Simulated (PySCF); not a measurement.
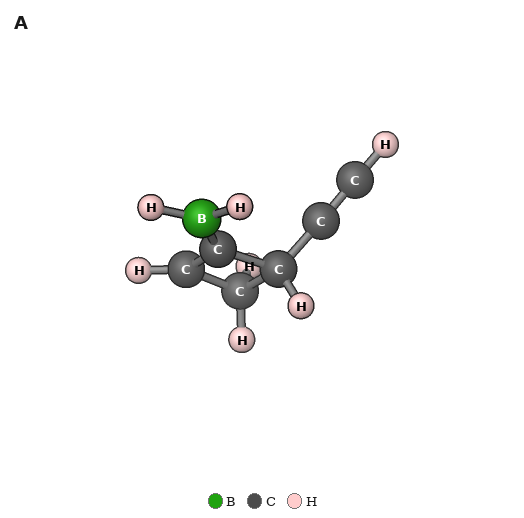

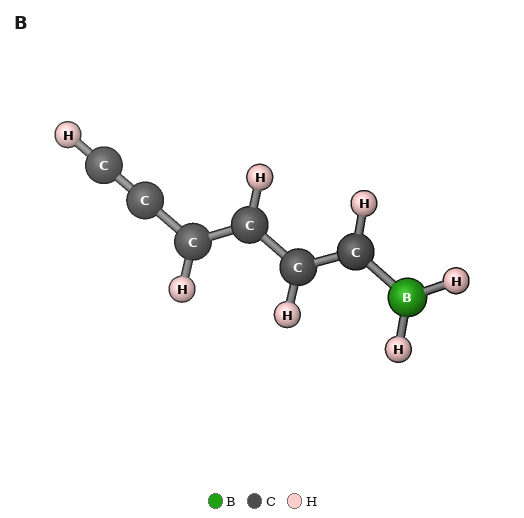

2 stationary structures of one formula. Geometries: GFN2-xTB. Electronic energies: PBE0/pcSseg-1 (PySCF 2.14.0), without zero-point energy. No frequency run is at hand to confirm each as a minimum. Each is one conformer, not always the lowest.

### How are they related?

They are constitutional isomers of C6H7B: A `BC1=CC[C@H]1C#C`, B `B/C=C/C=C/C#C`.

### Which structure is the most stable?

B is lowest; A lies 55.3 kJ/mol above it.

The geometry is semi-empirical. Around B such bond lengths and angles can be off by a tenth of an ångström or more and by several degrees, and values that hang on the shape move with them.
